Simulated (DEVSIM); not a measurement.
Structure: W/Al2O3/SiO2/p-Si capacitor, at 400 K.

```tsv
layer (left to right)	material	thickness (nm)	Na (cm⁻³)
1	Al2O3	2.80	-
2	SiO2	0.500	-
3	Si	11000	2.6e15
```

Metal gate on the left, work function 4.6 eV. Fixed charge at the semiconductor interface 0 cm⁻² (in units of +e); interface traps 2.4e11 cm⁻² eV⁻¹, uniform in energy, neutral level at 0.7 of the gap above the valence band.

The device is made up for the run: typed textbook-type constants, with dimensions and the other settings drawn at random. Values at 300 K; Nc and Nv go as T^1.5, mobilities as T to minus their exponent, the gap by Varshni's rule with the affinity fixed.

```tsv
parameter	Al2O3	SiO2	Si
gap (eV)	6.8	9	1.124
affinity (eV)	1.35	0.9	4.05
permittivity	9	3.9	11.7
Nc (cm⁻³)	-	-	2.86e19
Nv (cm⁻³)	-	-	3.1e19
Varshni α (eV/K)	-	-	0.000473
Varshni β (K)	-	-	636
```

DEVSIM, 1D Poisson equation in equilibrium, Boltzmann statistics, complete ionisation; no quantum confinement or tunnelling. Metal contacts follow the ideal Schottky-Mott rule: no Fermi-level pinning, no interface dipoles.

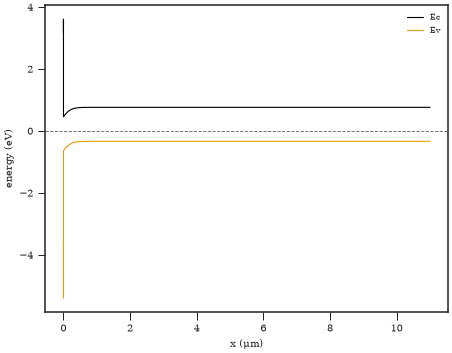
Band edges at 0.1 V on the gate

Energies count from the Fermi level of the right contact; mesh points crowd at the junctions.

| x (μm) | Ec (eV) | Ev (eV) | n (cm⁻³) | p (cm⁻³) | field (V/cm) |
|---|---|---|---|---|---|
| 0.000 | 3.150 | -3.650 | < 1e2 | < 1e2 | 13000 |
| 0.001107 | 3.151 | -3.649 | < 1e2 | < 1e2 | 13000 |
| 0.002206 | 3.153 | -3.647 | < 1e2 | < 1e2 | 13000 |
| 0.003040 | 3.604 | -5.396 | < 1e2 | < 1e2 | 30000 |
| 0.004425 | 0.457 | -0.640 | 7.7e13 | 4.2e11 | 15000 |
| 0.007473 | 0.461 | -0.635 | 6.8e13 | 4.7e11 | 15000 |
| 0.01501 | 0.472 | -0.624 | 5.0e13 | 6.5e11 | 14000 |
| 0.04289 | 0.510 | -0.586 | 1.6e13 | 2.0e12 | 13000 |
| 0.1005 | 0.579 | -0.517 | 2.2e12 | 1.4e13 | 11000 |
| 0.2396 | 0.691 | -0.405 | 8.6e10 | 3.8e14 | 5500 |
| 0.5754 | 0.756 | -0.341 | 1.3e10 | 2.4e15 | 260 |
| 1.817 | 0.758 | -0.338 | 1.2e10 | 2.6e15 | ≈ 0 |
| 4.383 | 0.758 | -0.338 | 1.2e10 | 2.6e15 | ≈ 0 |
| 8.016 | 0.758 | -0.338 | 1.2e10 | 2.6e15 | ≈ 0 |
| 10.09 | 0.758 | -0.338 | 1.2e10 | 2.6e15 | ≈ 0 |
| 10.61 | 0.758 | -0.338 | 1.2e10 | 2.6e15 | ≈ 0 |
| 10.84 | 0.758 | -0.338 | 1.2e10 | 2.6e15 | ≈ 0 |
| 10.94 | 0.758 | -0.338 | 1.2e10 | 2.6e15 | ≈ 0 |
| 10.98 | 0.758 | -0.338 | 1.2e10 | 2.6e15 | ≈ 0 |
| 11.00 | 0.758 | -0.338 | 1.2e10 | 2.6e15 | ≈ 0 |
| 11.00 | 0.758 | -0.338 | 1.2e10 | 2.6e15 | ≈ 0 |
| 11.00 | 0.758 | -0.338 | 1.2e10 | 2.6e15 | ≈ 0 |
